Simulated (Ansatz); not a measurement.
**Geometry relaxation, with input and output: CH₇AlOSi (part 1 of 3)**

- system: CH₇AlOSi
- method: HF/3-21G, RHF (Ansatz 0.2.0)

The geometry comes from this level: PBE0-D4/def2-TZVP. Figures and captions count atoms from 1; the log counts them from 0 in places.

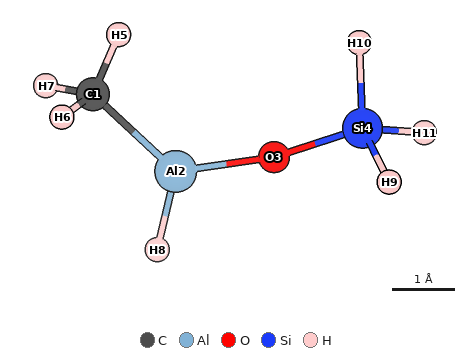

Figure 1. The input geometry (ball-and-stick view, seen at a tilt; atoms are numbered from 1 in the order of the input). Sticks mark near contacts.

Key numbers

```tsv
quantity	value
outcome	converged
total energy	−644.263423 hartree
basis functions	58
largest force	0.002 eV/Å
SCF solution under orbital rotations	stable
HOMO	−10.66 eV
LUMO	2.21 eV
dipole moment	0.61 D
hardware	1 thread of Arm Neoverse V2, 24 GiB of memory available, shared host
wall time	37 s
peak memory	0.14 GiB
```

Input
```yaml
crystal:
  periodic: [false, false, false]
  atoms:
    - {symbol: C, position_ang: [-1.516100, 1.536800, -0.427400]}
    - {symbol: Al, position_ang: [-1.148200, -0.171900, 0.419400]}
    - {symbol: O, position_ang: [0.407500, -0.823300, 0.350400]}
    - {symbol: Si, position_ang: [1.960700, -1.220800, 0.113400]}
    - {symbol: H, position_ang: [-0.796600, 1.774200, -1.214900]}
    - {symbol: H, position_ang: [-1.467000, 2.345400, 0.310900]}
    - {symbol: H, position_ang: [-2.521600, 1.566500, -0.857000]}
    - {symbol: H, position_ang: [-2.226500, -1.018100, 1.209700]}
    - {symbol: H, position_ang: [2.731500, -1.046600, 1.374000]}
    - {symbol: H, position_ang: [2.573500, -0.359900, -0.936300]}
    - {symbol: H, position_ang: [2.068100, -2.639400, -0.321500]}
basis:
  gaussian: {orbitals: 3-21G.json}
hamiltonian: {xc: hf}
relax: {f_tol: 0.002}
output: {orbitals: {seedname: orbitals}}
```

Launch command:
```bash
ansatz run in.yaml --threads 1 --pin off --max-ram 3480MiB --events-out events.jsonl --progress --plain --runs-dir runs
```

What the program printed
```
The last accepted step is kept in runs//last_step.txt (removed where the run ends without a failure and the disk answers)
Functional definition: HF
  name "HF"
  exchange = exact_x
  correlation = 0
687 factors; integrals over basis functions are off by at most 5.5e-4 eV
mean field evaluation 1: about -17527.9960 eV, gradient 3.9e1 eV
mean field evaluation 2: about -17528.1744 eV, gradient 3.9e1 eV
mean field evaluation 4: about -17531.2048 eV, gradient 2.7e0 eV
mean field evaluation 8: about -17531.2400 eV, gradient 4.2e-2 eV
mean field -17531.24001229 eV, -644.2611873502 hartree, gradient 5.9e-5 eV, S^2 0.000000; 0 other end points of the search recorded, 0 dependent functions left out
the calculation of the forces begins
reference -17531.24001229 eV, -644.2611873502 hartree; 24, 24 occupied and 34, 34 virtual orbitals, 687 factors
relax step   1: F+E_penalty+E_count = -17531.24001229 eV  Δ(F+E_penalty+E_count) = +0.000e0 eV  max|allowed force component| = 1.320e0 eV/Å  Δτ_max = 0.0000 Å  (33 SCF iters, accepted)
these checks for a lower state are left out or cut short: starts, cluster_reference, orbital_swaps, neighbouring_geometries, increment
687 factors; integrals over basis functions are off by at most 5.5e-4 eV
mean field evaluation 16: about -17531.2788 eV, gradient 2.4e-3 eV
mean field -17531.27880824 eV, -644.2626130752 hartree, gradient 9.4e-6 eV, S^2 0.000000; 0 other end points of the search recorded, 0 dependent functions left out
[... from here on the field's lines of each further geometry are left out, up to the last ...]
relax step   2: F+E_penalty+E_count = -17531.27880824 eV  Δ(F+E_penalty+E_count) = -3.880e-2 eV  max|allowed force component| = 5.990e-1 eV/Å  Δτ_max = 0.0570 Å  (35 SCF iters, accepted)
relax step   3: F+E_penalty+E_count = -17531.28679184 eV  Δ(F+E_penalty+E_count) = -7.984e-3 eV  max|allowed force component| = 1.319e-1 eV/Å  Δτ_max = 0.0254 Å  (36 SCF iters, accepted)
relax step   4: F+E_penalty+E_count = -17531.29507258 eV  Δ(F+E_penalty+E_count) = -8.281e-3 eV  max|allowed force component| = 8.422e-2 eV/Å  Δτ_max = 0.0967 Å  (34 SCF iters, accepted)
relax step   5: F+E_penalty+E_count = -17531.29679458 eV  Δ(F+E_penalty+E_count) = -1.722e-3 eV  max|allowed force component| = 1.990e-1 eV/Å  Δτ_max = 0.1151 Å  (34 SCF iters, accepted)
relax step   6: F+E_penalty+E_count = -17531.29728945 eV  Δ(F+E_penalty+E_count) = -4.949e-4 eV  max|allowed force component| = 7.622e-2 eV/Å  Δτ_max = 0.0162 Å  (36 SCF iters, accepted)
relax step   7: F+E_penalty+E_count = -17531.29832950 eV  Δ(F+E_penalty+E_count) = -1.040e-3 eV  max|allowed force component| = 7.877e-3 eV/Å  Δτ_max = 0.0298 Å  (35 SCF iters, accepted)
relax step   8: F+E_penalty+E_count = -17531.29853074 eV  Δ(F+E_penalty+E_count) = -2.012e-4 eV  max|allowed force component| = 8.283e-3 eV/Å  Δτ_max = 0.0240 Å  (35 SCF iters, accepted)
relax step   9: F+E_penalty+E_count = -17531.28432779 eV  Δ(F+E_penalty+E_count) = +1.420e-2 eV  max|allowed force component| = 6.063e-1 eV/Å  Δτ_max = 0.1931 Å  (33 SCF iters, rejected (line search))
relax step  10: F+E_penalty+E_count = -17531.29873376 eV  Δ(F+E_penalty+E_count) = -2.030e-4 eV  max|allowed force component| = 4.379e-3 eV/Å  Δτ_max = 0.0253 Å  (35 SCF iters, accepted)
relax step  11: F+E_penalty+E_count = -17531.29844283 eV  Δ(F+E_penalty+E_count) = +2.909e-4 eV  max|allowed force component| = 1.554e-1 eV/Å  Δτ_max = 0.0963 Å  (34 SCF iters, rejected (line search))
relax step  12: F+E_penalty+E_count = -17531.29852313 eV  Δ(F+E_penalty+E_count) = +2.106e-4 eV  max|allowed force component| = 5.347e-2 eV/Å  Δτ_max = 0.0065 Å  (36 SCF iters, rejected (line search))
relax step  13: F+E_penalty+E_count = -17531.29876012 eV  Δ(F+E_penalty+E_count) = -2.636e-5 eV  max|allowed force component| = 3.728e-3 eV/Å  Δτ_max = 0.0033 Å  (36 SCF iters, accepted)
relax step  14: F+E_penalty+E_count = -17531.29908371 eV  Δ(F+E_penalty+E_count) = -3.236e-4 eV  max|allowed force component| = 3.775e-2 eV/Å  Δτ_max = 0.0493 Å  (34 SCF iters, accepted)
relax step  15: F+E_penalty+E_count = -17531.29802782 eV  Δ(F+E_penalty+E_count) = +1.056e-3 eV  max|allowed force component| = 1.688e-1 eV/Å  Δτ_max = 0.0732 Å  (34 SCF iters, rejected (line search))
relax step  16: F+E_penalty+E_count = -17531.29933841 eV  Δ(F+E_penalty+E_count) = -2.547e-4 eV  max|allowed force component| = 4.068e-2 eV/Å  Δτ_max = 0.0359 Å  (34 SCF iters, accepted)
relax step  17: F+E_penalty+E_count = -17531.29954320 eV  Δ(F+E_penalty+E_count) = -2.048e-4 eV  max|allowed force component| = 4.079e-2 eV/Å  Δτ_max = 0.0365 Å  (35 SCF iters, accepted)
relax step  18: F+E_penalty+E_count = -17531.29965559 eV  Δ(F+E_penalty+E_count) = -1.124e-4 eV  max|allowed force component| = 1.009e-1 eV/Å  Δτ_max = 0.0525 Å  (33 SCF iters, accepted)
relax step  19: F+E_penalty+E_count = -17531.29990602 eV  Δ(F+E_penalty+E_count) = -2.504e-4 eV  max|allowed force component| = 5.415e-2 eV/Å  Δτ_max = 0.0033 Å  (36 SCF iters, accepted)
relax step  20: F+E_penalty+E_count = -17531.29976109 eV  Δ(F+E_penalty+E_count) = +1.449e-4 eV  max|allowed force component| = 6.727e-2 eV/Å  Δτ_max = 0.0238 Å  (35 SCF iters, rejected (line search))
relax step  21: F+E_penalty+E_count = -17531.30008099 eV  Δ(F+E_penalty+E_count) = -1.750e-4 eV  max|allowed force component| = 1.005e-2 eV/Å  Δτ_max = 0.0116 Å  (35 SCF iters, accepted)
relax step  22: F+E_penalty+E_count = -17531.30024183 eV  Δ(F+E_penalty+E_count) = -1.608e-4 eV  max|allowed force component| = 1.267e-2 eV/Å  Δτ_max = 0.0287 Å  (35 SCF iters, accepted)
relax step  23: F+E_penalty+E_count = -17531.29969051 eV  Δ(F+E_penalty+E_count) = +5.513e-4 eV  max|allowed force component| = 1.457e-1 eV/Å  Δτ_max = 0.0946 Å  (34 SCF iters, rejected (line search))
relax step  24: F+E_penalty+E_count = -17531.28946578 eV  Δ(F+E_penalty+E_count) = +1.078e-2 eV  max|allowed force component| = 6.677e-1 eV/Å  Δτ_max = 0.0210 Å  (35 SCF iters, rejected (line search))
relax step  25: F+E_penalty+E_count = -17531.30030575 eV  Δ(F+E_penalty+E_count) = -6.392e-5 eV  max|allowed force component| = 4.253e-3 eV/Å  Δτ_max = 0.0105 Å  (35 SCF iters, accepted)
relax step  26: F+E_penalty+E_count = -17531.30046347 eV  Δ(F+E_penalty+E_count) = -1.577e-4 eV  max|allowed force component| = 3.467e-2 eV/Å  Δτ_max = 0.0459 Å  (33 SCF iters, accepted)
relax step  27: F+E_penalty+E_count = -17531.30014940 eV  Δ(F+E_penalty+E_count) = +3.141e-4 eV  max|allowed force component| = 7.555e-2 eV/Å  Δτ_max = 0.0394 Å  (35 SCF iters, rejected (line search))
relax step  28: F+E_penalty+E_count = -17531.30057883 eV  Δ(F+E_penalty+E_count) = -1.154e-4 eV  max|allowed force component| = 2.181e-2 eV/Å  Δτ_max = 0.0193 Å  (35 SCF iters, accepted)
relax step  29: F+E_penalty+E_count = -17531.30067040 eV  Δ(F+E_penalty+E_count) = -9.158e-5 eV  max|allowed force component| = 3.178e-2 eV/Å  Δτ_max = 0.0348 Å  (35 SCF iters, accepted)
relax step  30: F+E_penalty+E_count = -17531.30071958 eV  Δ(F+E_penalty+E_count) = -4.918e-5 eV  max|allowed force component| = 2.820e-2 eV/Å  Δτ_max = 0.0182 Å  (35 SCF iters, accepted)
relax step  31: F+E_penalty+E_count = -17531.30077611 eV  Δ(F+E_penalty+E_count) = -5.653e-5 eV  max|allowed force component| = 2.760e-2 eV/Å  Δτ_max = 0.0251 Å  (35 SCF iters, accepted)
relax step  32: F+E_penalty+E_count = -17531.30081376 eV  Δ(F+E_penalty+E_count) = -3.765e-5 eV  max|allowed force component| = 2.346e-2 eV/Å  Δτ_max = 0.0152 Å  (35 SCF iters, accepted)
relax step  33: F+E_penalty+E_count = -17531.30083902 eV  Δ(F+E_penalty+E_count) = -2.526e-5 eV  max|allowed force component| = 5.596e-3 eV/Å  Δτ_max = 0.0117 Å  (35 SCF iters, accepted)
relax step  34: F+E_penalty+E_count = -17531.30085011 eV  Δ(F+E_penalty+E_count) = -1.109e-5 eV  max|allowed force component| = 3.796e-3 eV/Å  Δτ_max = 0.0108 Å  (35 SCF iters, accepted)
relax step  35: F+E_penalty+E_count = -17531.30085129 eV  Δ(F+E_penalty+E_count) = -1.180e-6 eV  max|allowed force component| = 1.055e-2 eV/Å  Δτ_max = 0.0173 Å  (35 SCF iters, accepted)
relax step  36: F+E_penalty+E_count = -17531.30085561 eV  Δ(F+E_penalty+E_count) = -4.328e-6 eV  max|allowed force component| = 2.785e-3 eV/Å  Δτ_max = 0.0032 Å  (36 SCF iters, accepted)
relax step  37: F+E_penalty+E_count = -17531.30085602 eV  Δ(F+E_penalty+E_count) = -4.086e-7 eV  max|allowed force component| = 1.878e-3 eV/Å  Δτ_max = 0.0016 Å  (36 SCF iters, accepted)
the calculation of the forces begins
reference -17531.30085641 eV, -644.2634233305 hartree; 24, 24 occupied and 34, 34 virtual orbitals, 687 factors
relax step  38: F+E_penalty+E_count = -17531.30085641 eV  Δ(F+E_penalty+E_count) = -3.870e-7 eV  max|allowed force component| = 1.489e-3 eV/Å  Δτ_max = 0.0031 Å  (36 SCF iters, accepted)
687 factors; integrals over basis functions are off by at most 5.9e-4 eV
mean field evaluation 352: about -17531.3009 eV, gradient 2.3e-4 eV
```

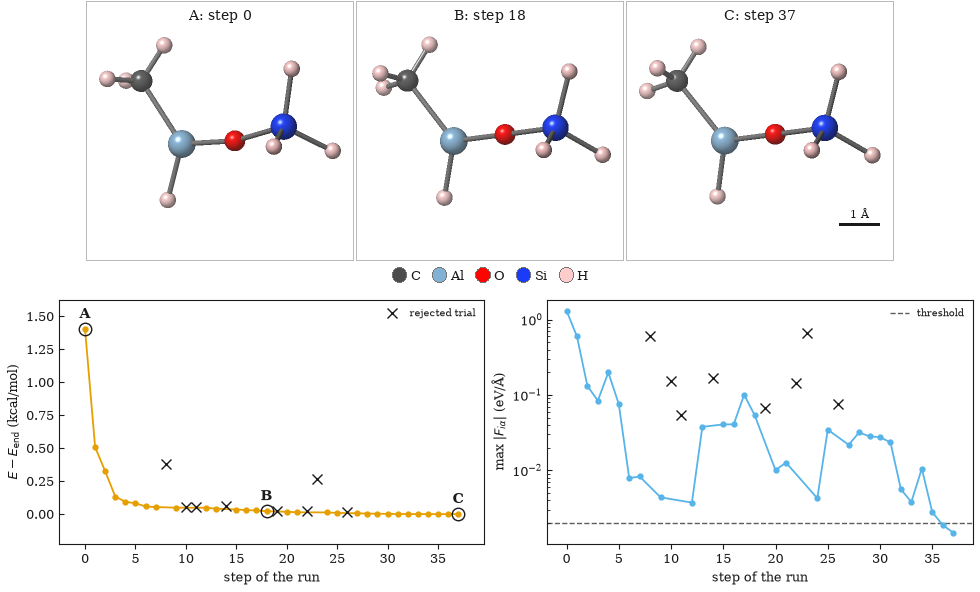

Figure 2. Frames of the relaxation (ball-and-stick view, seen at a tilt) above the curves, on which the letters mark them (the first geometry is step 0 here and step 1 in the log).

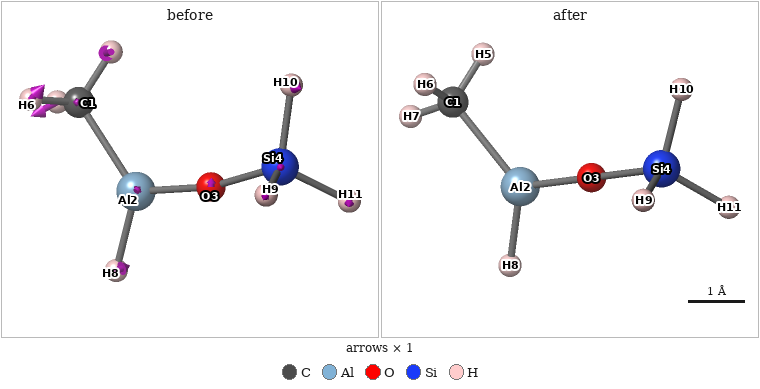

Figure 3. Before (left) and after (right) the relaxation, at one scale (ball-and-stick view, seen at a tilt). The pink arrows give the displacements, at true length. Over 37 geometry steps the energy falls by 1.40 kcal/mol. The largest force component goes from 1.3 to 0.0015 eV/Å. The line search rejected the trial steps at points 8, 10, 11, 14, 19, 22, 23, 26 (counted from 0) and went back. The largest moves after the best rigid fit, 0.60 Å, are those of H5 and H7. Largest moves by element: H 0.60 Å, O 0.17 Å, Al 0.13 Å, C 0.12 Å, Si 0.10 Å. Distances before and after: C1–Al2 1.942 → 1.981 Å, O3–Si4 1.621 → 1.650 Å, Al2–H8 1.582 → 1.599 Å, C1–H6 1.096 → 1.089 Å. Among the angles that change: Al2–O3–Si4 169.7° → 179.9°. (Atoms are counted from 1 in the order of the input.)

```
mean field -17531.30085641 eV, -644.2634233305 hartree, gradient 9.5e-6 eV, S^2 0.000000; 1 other end points of the search recorded, 0 dependent functions left out
the calculation of the forces begins
reference -17531.30085641 eV, -644.2634233305 hartree; 24, 24 occupied and 34, 34 virtual orbitals, 687 factors
Total energy: -17531.30085641 eV, -644.2634233305 hartree
Atom 0 at    -1.610847     1.605450    -0.407651 Å, force     0.000320    -0.000670    -0.000127 eV/Å
Atom 1 at    -1.126802    -0.185695     0.285236 Å, force     0.000863    -0.000122     0.000029 eV/Å
Atom 2 at     0.467522    -0.718503     0.231856 Å, force    -0.001489     0.000517    -0.000088 eV/Å
Atom 3 at     2.031286    -1.241732     0.176234 Å, force     0.000502    -0.000251     0.000098 eV/Å
Atom 4 at    -1.336393     1.714720    -1.455536 Å, force     0.000030     0.000088    -0.000161 eV/Å
Atom 5 at    -1.094046     2.395074     0.135528 Å, force     0.000175     0.000431     0.000248 eV/Å
Atom 6 at    -2.678698     1.789018    -0.322755 Å, force    -0.000453     0.000060     0.000100 eV/Å
Atom 7 at    -2.207567    -1.182659     0.912984 Å, force    -0.000025    -0.000065    -0.000045 eV/Å
Atom 8 at     2.701331    -1.068675     1.493159 Å, force     0.000034     0.000047    -0.000082 eV/Å
Atom 9 at     2.815771    -0.482692    -0.835906 Å, force     0.000000    -0.000097     0.000004 eV/Å
Atom 10 at     2.103742    -2.681406    -0.192451 Å, force     0.000041     0.000062     0.000025 eV/Å
Dipole moment:    -0.023584     0.116848    -0.042875 e Å
```

Trajectory as extended XYZ (Å, eV, eV/Å), 38 frames, from step=1 to step=38
```
11
Properties=species:S:1:pos:R:3:forces:R:3 step=1 energy=-17531.24001
C    -1.5161    1.5368   -0.4274   -0.2323   0.7068  -0.2767
Al   -1.1482   -0.1719    0.4194    0.4466  -0.6428   0.2241
O     0.4075   -0.8233    0.3504   -1.3199   0.5475   0.0428
Si    1.9607   -1.2208    0.1134    0.9120  -0.3940   0.0088
H    -0.7966    1.7742   -1.2149   -0.1752  -0.0172   0.1352
H    -1.4670    2.3454    0.3109    0.0034  -0.0954  -0.1664
H    -2.5216    1.5665   -0.8570    0.2092   0.0235   0.0368
H    -2.2265   -1.0181    1.2097   -0.1944  -0.0782   0.0969
H     2.7315   -1.0466    1.3740    0.1257  -0.0243  -0.0561
H     2.5735   -0.3599   -0.9363    0.0922  -0.0351  -0.0128
H     2.0681   -2.6394   -0.3215    0.1327   0.0091  -0.0327
11
Properties=species:S:1:pos:R:3:forces:R:3 step=2 energy=-17531.27881
C    -1.5420    1.5577   -0.4280   -0.0724   0.3010  -0.1045
Al   -1.1492   -0.1754    0.4199    0.1021  -0.2428   0.1167
O     0.4058   -0.8237    0.3488   -0.5190   0.2754  -0.0116
Si    1.9733   -1.2396    0.1246    0.5990  -0.2054  -0.0695
H    -0.8386    1.7981   -1.2229   -0.0163  -0.0255   0.0194
H    -1.4870    2.3715    0.2983    0.0087  -0.0619  -0.0201
H    -2.5452    1.5869   -0.8515    0.0377  -0.0443   0.0257
H    -2.2530   -1.0155    1.2096   -0.0114  -0.0103   0.0032
H     2.7732   -1.0693    1.3686   -0.0509  -0.0104   0.0132
H     2.6160   -0.3956   -0.9231   -0.0321   0.0236  -0.0039
H     2.1119   -2.6521   -0.3236   -0.0453   0.0005   0.0314
```
